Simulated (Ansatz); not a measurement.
## Phonon calculation of BH₂Cl₂OF

The run: phonon calculation of BH₂Cl₂OF. Method and program: RKS revPBE/def2-SVP (Ansatz 0.2.0).

It belongs to a series of runs on one base structure; here: vibrations at the highest image of the band. Figures and captions count atoms from 1; the log counts them from 0 in places.

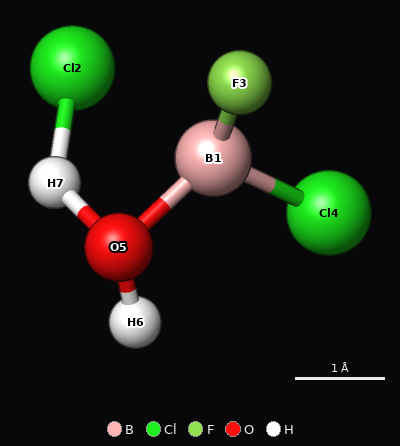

*The structure (ball-and-stick view, seen on its broad side; atoms are numbered from 1 in the order of the input).*

**Input file**
```yaml
crystal:
  periodic: [false, false, false]
  atoms:
    - { symbol: B, position_ang: [-0.02123, -0.318267, -0.088297] }
    - { symbol: Cl, position_ang: [-0.109885, 0.178195, 2.091685] }
    - { symbol: F, position_ang: [1.169429, 0.117766, -0.506716] }
    - { symbol: Cl, position_ang: [-1.513437, 0.234812, -0.916488] }
    - { symbol: O, position_ang: [-0.026144, -1.761088, 0.346723] }
    - { symbol: H, position_ang: [-0.894691, -2.160443, 0.132526] }
    - { symbol: H, position_ang: [-0.075543, -1.252175, 1.504569] }
basis:
  gaussian: { orbitals: def2-SVP }
hamiltonian:
  xc: revpbe
phonons: {}
```

Run on 2 threads of Arm Neoverse V1, 24 GiB of memory available, shared host.

Command:
```bash
ansatz run input.yaml --threads 2 --pin off --max-ram 3072MiB --backend cpu --events-out ev --progress --plain --runs-dir out
```

**Output**
```
Engine: ansatz 0.2.0, aarch64-unknown-linux-gnu
Functional definition: revPBE
  parameter kappa = 1.245
  parameter beta = 0.06672455060314922
  exchange = pbe_x(kappa = kappa, mu = beta*pi^2/3)
  correlation = pbe_c(beta = beta)
951 factors; their error is unknown
mean field evaluation 1: about -30499.2798 eV, gradient 4.9e1 eV
mean field evaluation 2: about -30485.9357 eV, gradient 9.9e1 eV
mean field evaluation 4: about -30503.1969 eV, gradient 3.4e0 eV
mean field evaluation 8: about -30503.2270 eV, gradient 1.2e-1 eV
mean field evaluation 16: about -30503.1806 eV, gradient 5.7e-5 eV
mean field -30503.18058891 eV, -1120.9712108441 hartree, gradient 5.7e-5 eV, S^2 0.000000; 0 other end points of the search recorded, 0 dependent functions left out
the calculation of the forces begins
reference -30503.18062221 eV, -1120.9712120680 hartree; 29, 29 occupied and 59, 59 virtual orbitals, 951 factors
these checks for a lower state are left out or cut short: stability, starts, cluster_reference, orbital_swaps, neighbouring_geometries, increment
951 factors; their error is unknown
mean field -30503.18044457 eV, -1120.9712055397 hartree, gradient 1.4e-6 eV, S^2 0.000000; 0 other end points of the search recorded, 0 dependent functions left out
[... from here on the field's lines of each further geometry are left out, up to the last ...]
the calculation of the forces begins
reference -30503.18058355 eV, -1120.9712106470 hartree; 29, 29 occupied and 59, 59 virtual orbitals, 951 factors
these checks for a lower state are left out or cut short: stability, starts, cluster_reference, orbital_swaps, neighbouring_geometries, increment
951 factors; their error is unknown
mean field -30503.18060548 eV, -1120.9712114530 hartree, gradient 2.4e-6 eV, S^2 0.000000; 0 other end points of the search recorded, 0 dependent functions left out
the calculation of the forces begins
reference -30503.18063878 eV, -1120.9712126766 hartree; 29, 29 occupied and 59, 59 virtual orbitals, 951 factors
WARN: phonons: modes at or below zero, which the zero-point energy, F, S and C_V leave out: 1, the lowest at -849.41 cm⁻¹. A minimum has none, and a first-order saddle one
Total energy: -30503.18062221 eV, -1120.9712120680 hartree
Atom 0 at    -0.021230    -0.318267    -0.088297 Å, force    -0.000267    -0.005940    -0.004534 eV/Å
Atom 1 at    -0.109885     0.178195     2.091685 Å, force     0.000199     0.001190     0.001044 eV/Å
Atom 2 at     1.169429     0.117766    -0.506716 Å, force     0.005632     0.002545    -0.000052 eV/Å
Atom 3 at    -1.513437     0.234812    -0.916488 Å, force     0.004005     0.000246     0.003962 eV/Å
Atom 4 at    -0.026144    -1.761088     0.346723 Å, force    -0.024582     0.024807     0.009148 eV/Å
Atom 5 at    -0.894691    -2.160443     0.132526 Å, force     0.010795    -0.015546     0.001508 eV/Å
Atom 6 at    -0.075543    -1.252175     1.504569 Å, force     0.004220    -0.007302    -0.011076 eV/Å
Dipole moment:    -0.282982    -0.556016     0.003214 e Å
Vibrations: -849.41 155.98 232.13 303.55 352.04 439.74 497.63 551.90 702.82 930.07 1049.55 1131.75 1308.61 1524.03 3668.31 cm⁻¹, zero-point energy 0.796482 eV
```

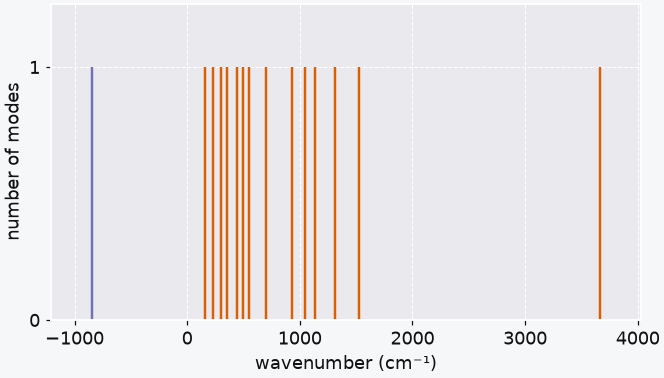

*Harmonic vibrational wavenumbers from the force constants; neighbouring modes closer than 21 cm⁻¹ are counted in one stick, and imaginary ones are drawn at negative wavenumbers.*

15 modes from 849i to 3668 cm⁻¹, 1 imaginary beyond 8i (849i cm⁻¹): a first-order saddle point, if the geometry is stationary.

**Summary**

```tsv
quantity	value
outcome	converged
total energy	−30503.1806 eV
mean-field energy	−30503.1806 eV
largest force (length of the vector)	0.036 eV/Å
wall time	33 s (CPU time 64 s)
peak memory	0.12 GiB
```
